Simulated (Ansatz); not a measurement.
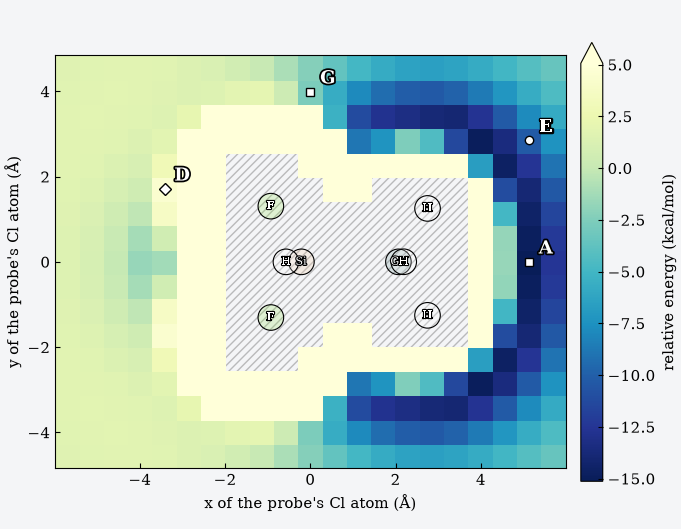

F₂GeH₄Si (SMILES F[SiH](F)[GeH3]) with the probe Cl-. The probe is moved over the molecule's main plane. The first coordinate is: x of the probe's Cl atom; the second: y of the probe's Cl atom. Nothing is relaxed (molecule and probe rigid). The scan uses a 21 × 17 grid. At 72 points there is no value (left out of the scan, as a rule where atoms come close). Points are written as (first, second). Energies: kcal/mol, counted from molecule and probe far apart, each relaxed in its own basis (no counterpoise correction). Energies and slopes of some neighbouring points disagree (a jump in structure or state, or too coarse a mesh). Theory: RKS SPW92 (LDA)/def2-SVPD (Ansatz 0.2.0).

In the figure: one coloured cell a grid point, labelled circles for the molecule's atoms, projected on the plane, one colour for all values above the top of the scale, hatched blanks where no value was computed, lettered points.

Rank the lettered points by energy, lowest first.

Answer. A (−15 kcal/mol), E (−10 kcal/mol), G (−2.7 kcal/mol), D (4.4 kcal/mol).
